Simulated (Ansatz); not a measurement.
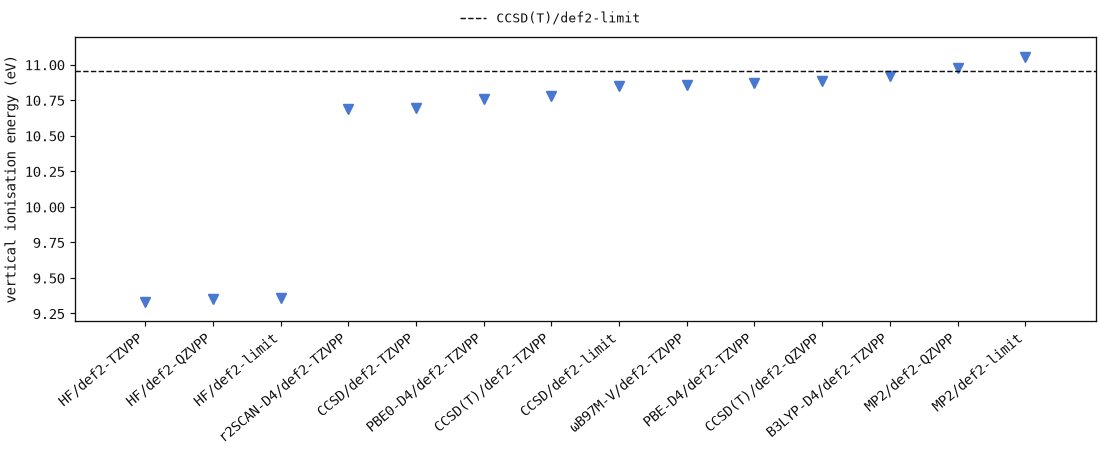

Vertical ionisation energy of NH₃, SMILES N, taken as the energy of the cation less that of the neutral at fixed geometry (unrestricted doublet cation, cores frozen in correlated methods, no spin-orbit coupling), the Ansatz code, at a PBE0-D4/def2-TZVP geometry (a minimum by its frequencies). Limit means an estimate of the basis limit from triple and quadruple zeta; for coupled cluster it is either extrapolated directly or built as the MP2 limit plus the step from MP2 in triple zeta. The distance of CCSD/def2-TZVPP, CCSD(T)/def2-TZVPP, CCSD(T)/def2-QZVPP and MP2/def2-QZVPP to the limit includes basis error.

What range do the values span, the line included?

Answer. From 9.33 eV (HF/def2-TZVPP) to 11.05 eV (MP2/def2-limit).

Give the values.

Answer.
```
               level     eV  less CCSD(T)/def2-limit
       HF/def2-TZVPP   9.33                    −1.62
       HF/def2-QZVPP   9.35                    −1.60
       HF/def2-limit   9.36                    −1.60
r2SCAN-D4/def2-TZVPP  10.69                    −0.27
     CCSD/def2-TZVPP  10.70                    −0.26
  PBE0-D4/def2-TZVPP  10.76                    −0.20
  CCSD(T)/def2-TZVPP  10.78                    −0.18
     CCSD/def2-limit  10.85                    −0.10
  ωB97M-V/def2-TZVPP  10.85                    −0.10
   PBE-D4/def2-TZVPP  10.87                    −0.08
  CCSD(T)/def2-QZVPP  10.89                    −0.07
 B3LYP-D4/def2-TZVPP  10.92                    −0.03
      MP2/def2-QZVPP  10.98                     0.03
      MP2/def2-limit  11.05                     0.10
  CCSD(T)/def2-limit  10.95                     0.00
```
